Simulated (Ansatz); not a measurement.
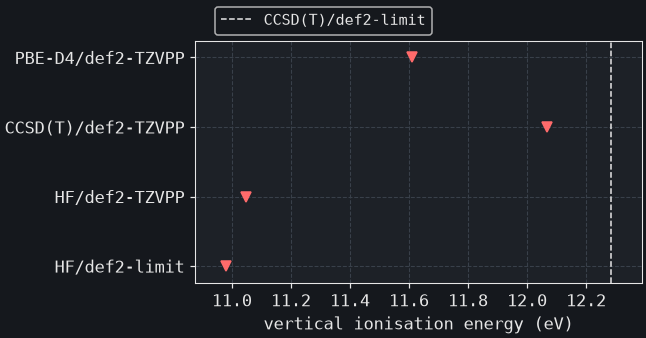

Vertical ionisation energy of ZnClF, SMILES [F][Zn][Cl], singlet, taken as the energy of the cation less that of the neutral at fixed geometry (unrestricted doublet cation, cores frozen in correlated methods, no spin-orbit coupling), the Ansatz code, at a PBE0-D4/def2-TZVP geometry (a minimum by its frequencies). Choice of cores on heavy atoms: Zn/Cu 3s3p. Limit means an estimate of the basis limit from triple and quadruple zeta; for coupled cluster it is either extrapolated directly or built as the MP2 limit plus the step from MP2 in triple zeta. The distance of CCSD(T)/def2-TZVPP to the limit includes basis error.

Question: Which level comes closest to the line (CCSD(T)/def2-limit), and which misses most?

Answer: Closest CCSD(T)/def2-TZVPP (12.07 eV), against 12.28 eV; farthest HF/def2-limit (10.98 eV).

Question: What range do the values span, the line included?

Answer: From 10.98 eV (HF/def2-limit) to 12.28 eV (CCSD(T)/def2-limit).

Limits of at least one run: no scalar relativity up to krypton.
